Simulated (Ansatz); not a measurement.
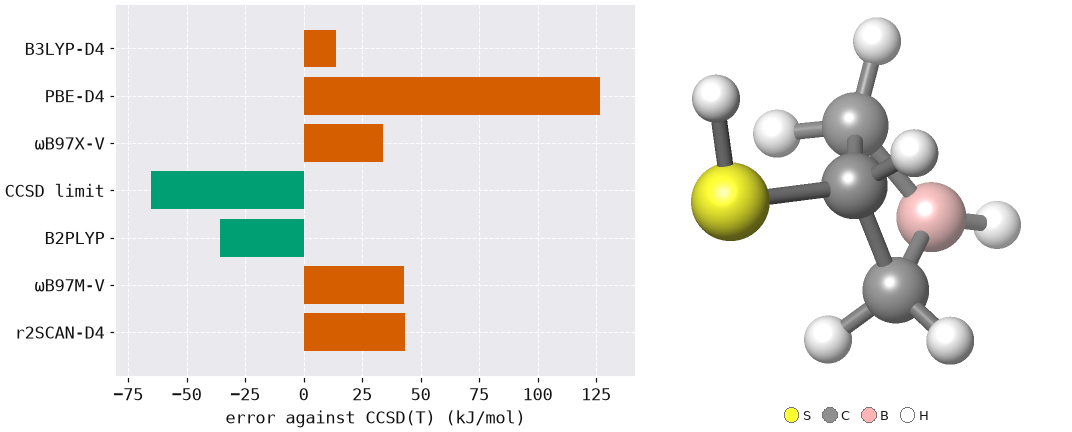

Error in the electronic atomisation energy (method less reference, so positive means overbinding) of C₃H₇BS, SMILES SC1CBC1: functionals in def2-TZVPP against frozen-core CCSD(T) at the limit (MP2 extrapolated from triple and quadruple zeta, plus CCSD(T) less MP2 in a smaller set), which gives 4566.7 kJ/mol, at a PBE0-D4/def2-TZVP geometry (no frequency check), no zero-point or spin-orbit term, the Ansatz code. The reference leaves out core correlation, a term that grows with the number of heavy atoms. B2PLYP holds a correlation term that converges slowly with the basis, so part of the distance to the limit is basis error. No dispersion term is added to B2PLYP. Limit means the basis limit.

Which of these levels overbind, and which underbind?

Answer. Overbind: PBE-D4, ωB97X-V, ωB97M-V and r2SCAN-D4. Underbind: CCSD limit and B2PLYP. Within 25 kJ/mol of zero, too close to call in view of what the reference leaves out: B3LYP-D4.

Give the values.

Answer.
```tsv
level	kJ/mol
B3LYP-D4	13.9
PBE-D4	126.5
ωB97X-V	33.9
CCSD limit	−65.2
B2PLYP	−35.6
ωB97M-V	43.0
r2SCAN-D4	43.5
```
